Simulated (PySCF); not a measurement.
C6H16AlN

Input

```
{"job": {"kind": "nmr", "xc": "PBE0", "basis": {"default": "pcSseg-1", "Al": "pcSseg-2"}}, "charge": 0, "multiplicity": 1}
Al     1.081647     1.102840     0.673899
C      2.440549     1.268318     2.077299
H      2.440741     0.420898     2.781842
H      2.295487     2.190646     2.665052
H      3.454175     1.333914     1.645095
C      0.645380     2.596318    -0.519167
H      0.631744     3.550489     0.034126
H     -0.325704     2.491713    -1.028223
H      1.412755     2.705586    -1.305857
N      0.276469    -0.489755     0.545094
C     -0.760309    -1.019006    -0.340435
C     -0.353490    -0.808611    -1.803307
C     -0.920672    -2.516336    -0.077684
C     -2.097183    -0.313643    -0.075717
H      0.544366    -1.171566     1.249055
H     -1.120073    -1.194231    -2.493813
H     -0.214886     0.261712    -2.020421
H      0.596349    -1.324270    -2.011101
H      0.028862    -3.044321    -0.259721
H     -1.687806    -2.957192    -0.731952
H     -1.222210    -2.697450     0.967025
H     -2.005151     0.768386    -0.258668
H     -2.399842    -0.454617     0.972858
H     -2.898880    -0.700321    -0.725319
```

Launched as:

```sh
OMP_NUM_THREADS=2 python probes_run.py task.json out
```

Geometry: PBE0-D3(BJ)/def2-SVP.

All numbers below come from PySCF, PBE0/pcSseg-1 Al:pcSseg-2, SCF density, gas phase, non-relativistic.

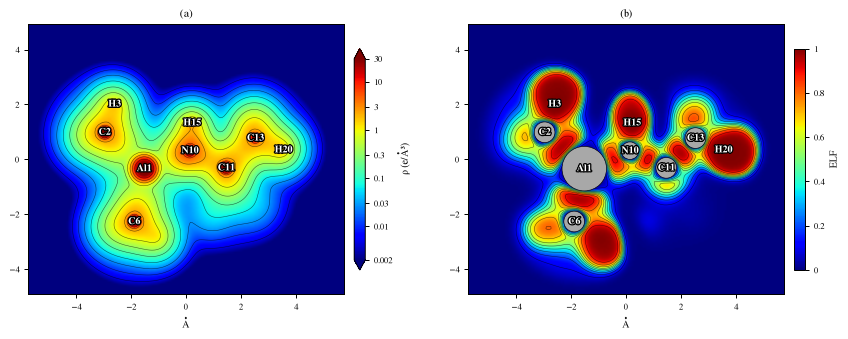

Figure 1. (a) electron density; (b) ELF on the plane of atoms C6, Al1 and N10. Grey discs cover the atomic cores in the ELF map.

Q: Read the bonding off the picture.

A: Atoms in the plane: Al, C, H and N.
C–N (1.46 Å): the density is about 1.9 e/Å³ at the midpoint; the ELF peaks at about 0.90 between the atoms; a covalent bond.
C–C (1.53 Å): ρ is about 1.6 e/Å³ halfway; the ELF peaks at about 0.95 between the atoms; a covalent bond.
Al–N (1.79 Å): the density is about 0.86 e/Å³ at the midpoint; the ELF peaks at about 0.90 in the valence shell of N, 0.7 Å from its nucleus, and is about 0.65 at the midpoint.
C–Al (1.96 Å): ρ at the midpoint is about 0.74 e/Å³; the ELF peaks at about 0.95 between the atoms, as expected for a shared but strongly polarised pair.
N–H (1.02 Å): ρ at the midpoint is about 2.8 e/Å³; the ELF climbs to about 1 towards the hydrogen, as it does in any bond to H (an ordinary covalent bond to hydrogen).

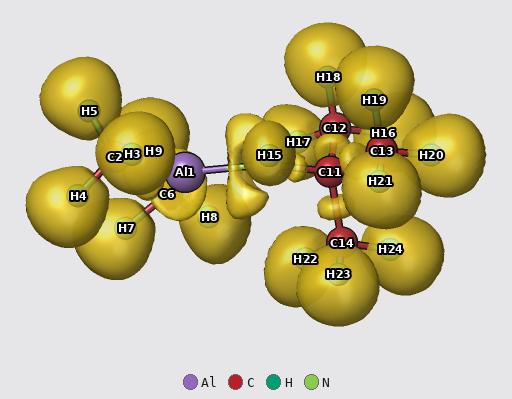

Figure 2. Isosurface of the ELF at 0.85 (yellow), seen from one side. Core shells and regions of very low density are left out.

Q: Describe the localisation domains.

A: The surface consists of two regions between bonded Al–C atoms (shared pairs), three regions between bonded C–C atoms (shared pairs), one region between bonded C–N atoms (shared pairs), 16 regions around hydrogen nuclei and one lobe of the valence shell of N pointing towards Al.

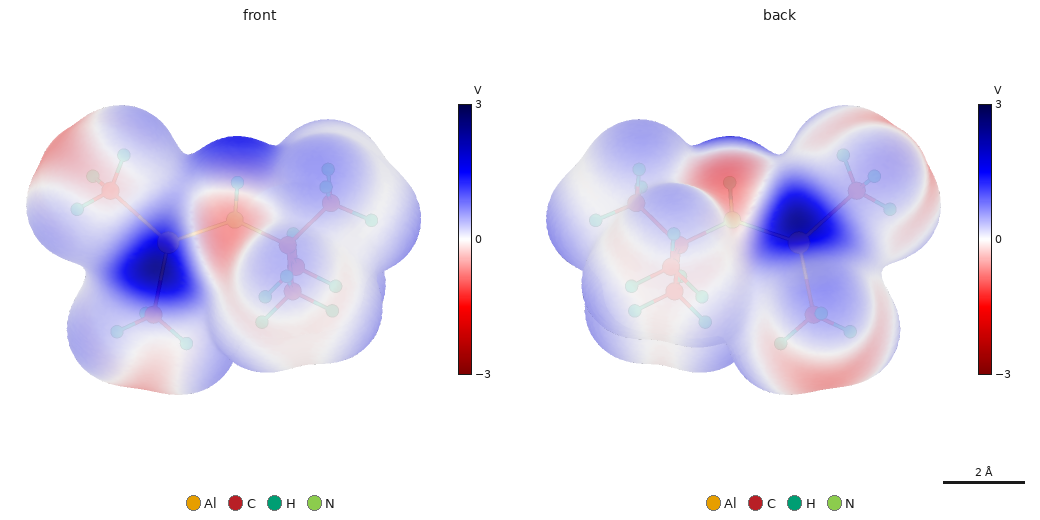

Figure 3. The molecular electrostatic potential painted on the density surface at 0.002 e/bohr³, seen from the front and from behind; the colour scale runs from red (negative) to blue (positive).

Q: Describe the electrostatic potential map.

A: The most negative region (about −0.7 V) lies over N10, the most positive (about +2.2 V) over Al1.
